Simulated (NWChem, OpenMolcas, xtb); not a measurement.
CHClNSi (SMILES N#C[SiH]Cl): methods side by side

CHClNSi: 5 atoms, total charge 0, spin state doublet. As SMILES, `N#C[SiH]Cl`. Geometry: relaxed at PBE0-D4/def2-TZVP.

Quantity: the dipole moment, in D. The values are calculated.

```tsv
level	kind	program	value (D)	CPU time
GFN2-xTB	semi-empirical	xtb	3.60	under 2 s
GFN0-xTB	semi-empirical	xtb	6.46	under 2 s
GFN1-xTB	semi-empirical	xtb	3.52	under 2 s
UHF/ANO-L-MB	Hartree–Fock	OpenMolcas	3.67	2.4 s
UCAM-B3LYP/MINI	range-separated hybrid	NWChem	2.88	5.1 s
UCAM-B3LYP/LANL2DZ (core potential)	range-separated hybrid	NWChem	3.11	8.4 s
UCAM-B3LYP/MIDI!	range-separated hybrid	NWChem	2.55	16 s
UCAM-B3LYP/jorge-DZP	range-separated hybrid	NWChem	2.89	38 s
```

The values span 2.55 to 6.46 D. Times are those of the runs behind each value, whatever else they computed, on shared processors of several kinds: orders of magnitude only.

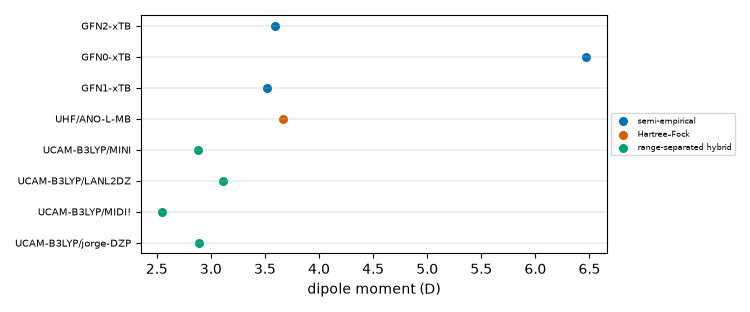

The values of the table, level by level.
